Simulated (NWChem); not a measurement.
# HF/def2-SVP (core potential) run of CH5FOSn (SMILES FC[O][SnH3])

What is the vertical singlet–triplet gap of CH5FOSn at HF/def2-SVP (core potential)? 

The results are computed with NWChem 7.3.0.

## Step 1: The molecule

The species is CH5FOSn (9 atoms), meant as a singlet with charge 0. SMILES: `FC[O][SnH3]`. The shape is that of a PBE0-D4/def2-TZVP optimisation. This is one conformer, not always the lowest.

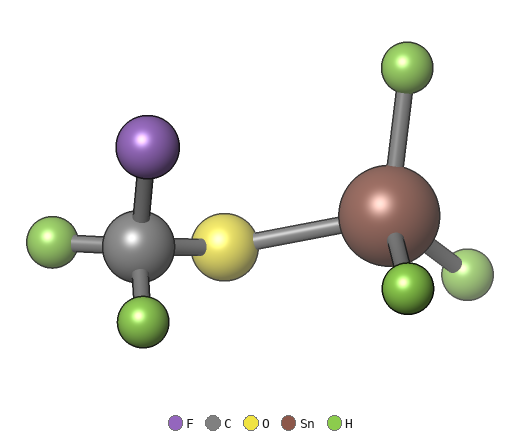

The structure, seen from a chosen angle (fluorine purple, carbon grey, oxygen yellow, tin brown, hydrogen green).

## Step 2: Energy and gradient at HF/def2-SVP (core potential)

struct.nw

```
start struct
title "CH5FOSn gradient"
memory total 2200 mb

geometry units angstrom noautosym nocenter noautoz
F    -0.596800    1.754200    0.031500
C    -1.291500    0.566100    0.277800
O    -0.736000   -0.463400   -0.405000
Sn    1.239300   -0.701500   -0.319700
H    -1.258800    0.434000    1.369300
H    -2.319100    0.724600   -0.066100
H     1.690100   -0.390300    1.294800
H     1.407800   -2.333100   -0.765300
H     1.953500    0.363100   -1.434400
end

basis spherical bse
F library def2-SVP
C library def2-SVP
O library def2-SVP
Sn library def2-SVP
H library def2-SVP
end

ecp bse
Sn library def2-SVP
end

scf
thresh 1e-08
maxiter 80
end

task scf gradient
```

Started as:

```console
nwchem struct.nw > struct.out
```

The log of the run, cut to the lines that bear on the results:

```text
[...]
  functions       =    93
[...]
  wavefunction    = RHF
[...]
         Total SCF energy =   -428.233844009983
      One-electron energy =  -1101.712040540627
      Two-electron energy =    458.269769333128
 Nuclear repulsion energy =    215.208427197516
        Time for solution =     28.5s
[...]
                         RHF ENERGY GRADIENTS
    atom               coordinates                        gradient
                 x          y          z           x          y          z
   1 F      -1.127788   3.314957   0.059526    0.007123   0.017717  -0.002767
   2 C      -2.440581   1.069774   0.524966    0.000310  -0.005817   0.008389
   3 O      -1.390838  -0.875699  -0.765339    0.002247  -0.014558  -0.011146
   4 Sn      2.341937  -1.325643  -0.604145   -0.003652   0.002779   0.003861
   5 H      -2.378787   0.820141   2.587602    0.000449  -0.000272   0.005046
   6 H      -4.382464   1.369295  -0.124911   -0.004205  -0.000708  -0.002910
   7 H       3.193826  -0.737560   2.446817   -0.000121   0.000132   0.000095
   8 H       2.660356  -4.408920  -1.446207   -0.001441   0.000440  -0.000317
   9 H       3.691580   0.686160  -2.710623   -0.000709   0.000288  -0.000252
[...]
```

It took 39 s on 1 thread of Intel Xeon Platinum 8259CL at 2.50GHz (Skylake/Cascade Lake), shared host; peak memory 0.1 GiB.

## Step 3: The triplet: a single-point energy at UHF/def2-SVP (core potential)

run.py

```python
from ase import Atoms
from ase.calculators.nwchem import NWChem

atoms = Atoms(['F', 'C', 'O', 'Sn', 'H', 'H', 'H', 'H', 'H'], positions=[
    [-0.596800, 1.754200, 0.031500],
    [-1.291500, 0.566100, 0.277800],
    [-0.736000, -0.463400, -0.405000],
    [1.239300, -0.701500, -0.319700],
    [-1.258800, 0.434000, 1.369300],
    [-2.319100, 0.724600, -0.066100],
    [1.690100, -0.390300, 1.294800],
    [1.407800, -2.333100, -0.765300],
    [1.953500, 0.363100, -1.434400],
])

calc = NWChem(
    label='ch5fosn',
    theory='scf',
    memory='2200 mb',
    basis='def2-SVP',
    basispar='spherical bse',
    scf={'nopen': '2', 'uhf': None, 'thresh': '1e-08', 'maxiter': '80'},
    task='energy',
    **{'ecp bse': {'Sn library': 'def2-SVP'}},
)
atoms.calc = calc

print(f"energy = {atoms.get_potential_energy():.6f} eV")
```

Started as:

```console
export ASE_NWCHEM_COMMAND="nwchem PREFIX.nwi > PREFIX.nwo"
python run.py
```

The log of the run:

```text
energy = -11646.779233 eV
```

The calculator wrote ch5fosn.nwi:

```
title "ch5fosn"

permanent_dir ch5fosn

scratch_dir ch5fosn

start ch5fosn

geometry units angstrom nocenter noautosym noautoz
  F  -5.9680000000000000e-01 1.7542000000000000e+00 3.1500000000000000e-02
  C  -1.2915000000000001e+00 5.6610000000000005e-01 2.7779999999999999e-01
  O  -7.3599999999999999e-01 -4.6339999999999998e-01 -4.0500000000000003e-01
  Sn 1.2393000000000001e+00 -7.0150000000000001e-01 -3.1969999999999998e-01
  H  -1.2587999999999999e+00 4.3400000000000000e-01 1.3693000000000000e+00
  H  -2.3191000000000002e+00 7.2460000000000002e-01 -6.6100000000000006e-02
  H  1.6900999999999999e+00 -3.9029999999999998e-01 1.2948000000000000e+00
  H  1.4077999999999999e+00 -2.3331000000000000e+00 -7.6529999999999998e-01
  H  1.9535000000000000e+00 3.6309999999999998e-01 -1.4343999999999999e+00
end

memory 2200 mb

basis spherical bse noprint
   * library def2-SVP
end

scf
  nopen 2
  uhf
  thresh 1e-08
  maxiter 80
end
ecp bse
  Sn library def2-SVP
end

task scf energy
```

ch5fosn.nwo, cut to the lines that bear on the results:

```text
[...]
  functions       =    93
[...]
  wavefunction    = UHF
[...]
         Total SCF energy =   -428.011245840351
      One electron energy =  -1099.993339613644
      Two electron energy =    456.773666575777
 Nuclear repulsion energy =    215.208427197516
                       Sz =      1.0000
                 Sz(Sz+1) =      2.0000
                      S^2 =      2.0181
[...]
```

Run time: 1.9 min. Hardware: 1 thread of Intel Xeon Platinum 8259CL at 2.50GHz (Skylake/Cascade Lake), shared host; peak memory 0.099 GiB.

## Step 4: Outcome

Level: HF/def2-SVP (core potential).

| quantity | value |
| --- | --- |
| singlet: total energy | -428.23384 Eh |
| singlet: dipole moment | 1.90 D |
| singlet: HOMO energy | -11.83 eV |
| singlet: LUMO energy | 2.71 eV |
| singlet: HOMO–LUMO gap | 14.55 eV |
| singlet: largest force on an atom | 0.992 eV/Å |
| triplet: total energy | -428.01125 Eh |
| triplet: dipole moment | 5.68 D |
| triplet: HOMO energy (highest over α and β) | -3.86 eV |
| triplet: LUMO energy (lowest over α and β) | -0.81 eV |
| triplet: ⟨S²⟩ | 2.018 |
| vertical energy of the triplet above the singlet | 6.057 eV |

**Reading.** At this shape the triplet lies 6.06 eV (140 kcal/mol) above the singlet. The largest force (singlet) is 0.99 eV/Å: the shape isn't a stationary point for this species at this level. Mulliken charges (singlet) run from -0.77 on O3 to +0.99 on Sn4; they depend strongly on the basis. Mulliken charges (triplet) run from -0.37 on F1 to +0.57 on C2.
